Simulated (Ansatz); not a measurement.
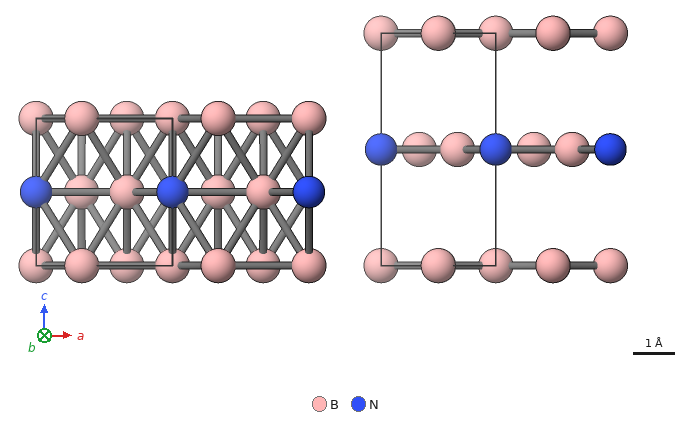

Two geometries of crystalline B5N (a generated structure, set up in P-62m) (coarse preliminary run), drawn at one scale. One is the start of a relaxation, the other its converged end. A ball-and-stick model of the cell of the calculation, repeated 2 × 1 × 1 with one cell outlined, seen along the b axis.

Theory: Ansatz 0.2.0, DFT PBE, scalar-relativistic, plane waves, PAW. Set-up: plane-wave cutoff 420 eV; k-point mesh 6 × 6 × 6; occupations gaussian; smearing width 0.1 eV; no spin polarisation; cell and atoms relaxed; force threshold 0.04 eV/Å; at most 70 steps.

Question: Which one is relaxed?

Answer: The right one is the relaxed one. The largest moves relative to the cell, 0.54 Å, are those of B atoms. N stays in place. Cell: a = b 3.920 → 3.296 Å (−15.9 %), c 3.664 → 5.785 Å (+57.9 %). Volume +11.6 %. Some distances before and after: B–N 2.254 → 3.327 Å, B–B 2.248 → 3.045 Å, B–B 2.257 → 1.648 Å, B–B 2.276 → 2.848 Å. The space group (tolerance 0.01 Å) goes from P-62m (No. 189) to P6/mmm (No. 191). The energy falls by 716 meV per atom in 26 accepted moves (30 points after the start). The largest force component goes from 0.85 to 0.00018 eV/Å. The pressure goes from −35.26 to 0.08 GPa. The SCF was repeated 4 times at an unchanged geometry on a basis and grid sized afresh for the cell, which shifted the energy by 24.7 meV per atom at most.
